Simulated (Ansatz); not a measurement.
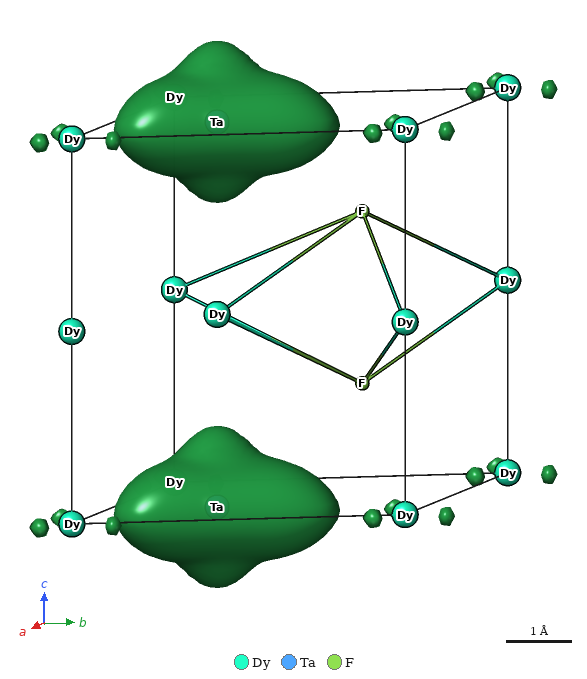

Figure 1: Dy3TaF2. Isosurface of the magnetisation density (up minus down) at +0.08 e/Å³ (green), seen slightly off an axis. Sticks mark near contacts.

Space group P-6m2; a structure generated by program, which may or may not match a known phase; no Hubbard U on the f states and no spin–orbit coupling; spin-polarised.

The calculation used Ansatz 0.2.0, DFT PBE, scalar-relativistic, plane waves, PAW; 4f electrons in the core of a trivalent norm-conserving potential.

Core electrons are replaced by pseudopotentials, and the valence fields are smoothed inside the atomic spheres.

> Where is the spin, and how is it ordered?

The spin density sits on Ta: +1.5 μB in one cell of 6 atoms, with smaller moments on other sites: Dy (±0.34 μB): parallel moments on the main sites in this solution. The cell of the calculation (6 atoms) carries 1.6 μB of net spin moment.
